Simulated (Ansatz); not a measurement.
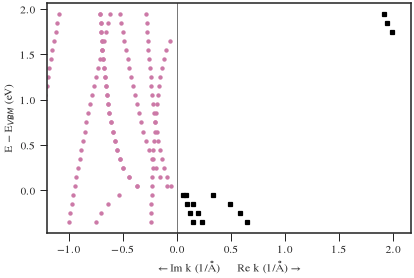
Figure. Complex bands at the centre of the two-dimensional zone; r2SCAN (Ansatz, an electronic-structure program)

The gap is the functional's own. No spin-orbit coupling. Mid-gap values are those at the computed energy nearest the middle.

Problem. This is SiC (F-43m, zinc blende, 2 atoms a cell, 10.3 Å³ an atom) along the normal of (110). Read off the slowest decay at the centre of the two-dimensional zone at 0.85 eV, the computed energy nearest the middle of the gap.

Solution. κ ≈ 0.19 1/Å, a decay length 1/(2κ) of the density of 2.6 Å.
